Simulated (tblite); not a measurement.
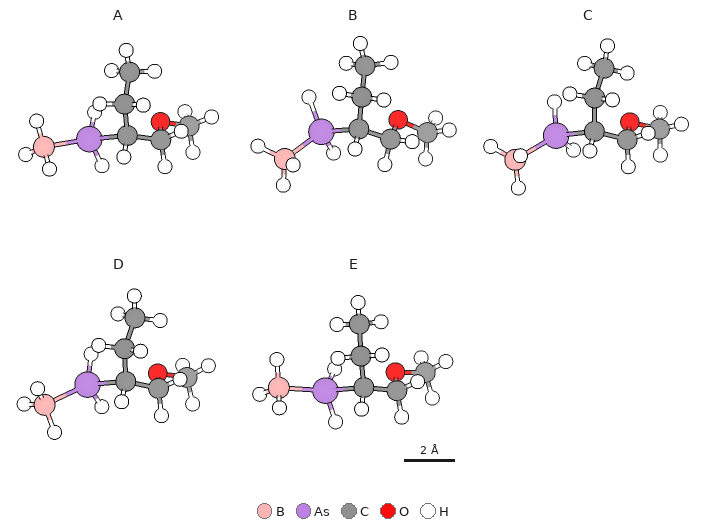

5 geometries from one relaxation of C$_{5}$H$_{16}$AsBO, in shuffled order. Style: ball-and-stick. Shown at a tilt.

These are results of GFN2-xTB geometry optimisation, gas phase in tblite 0.8.0, not measurements. 

Order the frames from highest to lowest energy.

Answer. B, C, D, A, E. They are steps 0, 49, 74, 107, 177, at +1.172 eV, +0.210 eV, +0.112 eV, +0.052 eV relative to the last. The largest move after the best rigid fit is that of an H atom, 2.40 Å. By element the largest moves are H 2.40 Å, B 0.85 Å, C 0.47 Å, As 0.43 Å, O 0.18 Å. Near-neighbour distances that change, for instance: As–H 1.588 → 1.489 Å, As–H 1.576 → 1.478 Å, C–H 1.132 → 1.088 Å, As–C 1.931 → 1.974 Å. Bond angles that change, for instance: H–As–H 107.5° → 93.9°, B–As–H 106.7° → 119.3°, C–As–H 114.1° → 104.0°. Groups turn about As–B by about 60°, As–C by about 45°. The energy falls by 1.172 eV in 177 geometry steps. The run took 7.2 s on 1 thread of Intel(R) Xeon(R) Processor @ 2.50GHz, on a shared host.
